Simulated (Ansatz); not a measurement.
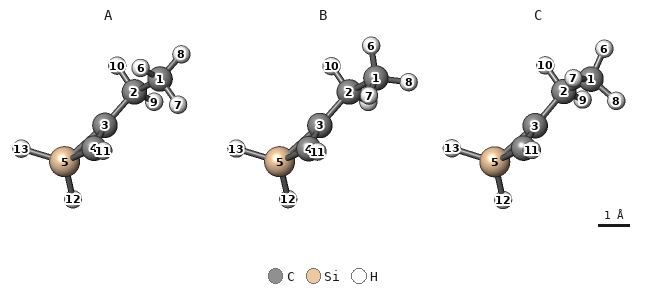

3 geometries from a converged minimum-energy path of C$_{4}$H$_{8}$Si, shuffled. The picture is a ball-and-stick view, seen from a free direction.

Level of theory: Ansatz, RKS B3LYP-D4/def2-SVP. Settings: 5 movable images; climbing image; force threshold 0.05 eV/Å; iteration limit 60; starting path through a guess of the saddle point.

Question: Which frame is the transition state?

Answer: B. In order along the path, whose images run from 0 to 6: C (image 1, +0.027 eV), B (image 3, +0.133 eV), A (image 6, 0.000 eV). The motion is a rotation about the C1–C2 bond by about 120°. No bond forms or breaks between the ends.
